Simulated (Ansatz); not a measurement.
```xyz
3

C     0.0000    0.0000   -0.1341
O     0.0000    0.0000   -1.2974
S     0.0000    0.0000    1.4315
```

Geometry: r2SCAN-D4/def2-SVP.

All numbers below come from Ansatz, isolated molecule in a Gaussian basis; Kohn-Sham density functional theory, functional PBE0.

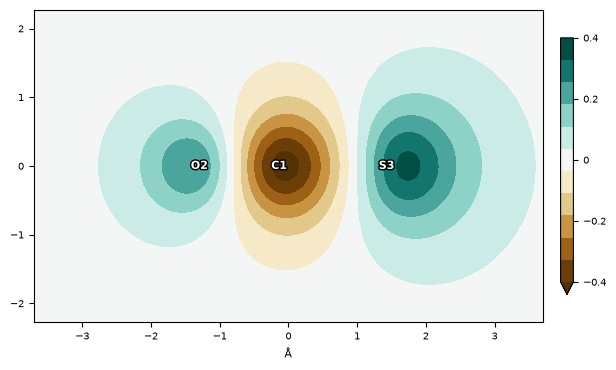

COS. The LUMO on a plane 0.8 Å above a plane that holds the molecular axis (values in Å⁻³ᐟ²; the overall sign is arbitrary).

Question: Describe this orbital and give its energy.

Answer: It lies mainly on S3 (about 40 %), C1 (about 40 %) and O2 (about 25 %); π-antibonding (π*) across S3–C1. It is one of a degenerate set, so its orientation is arbitrary. Its energy is −1.03 eV.
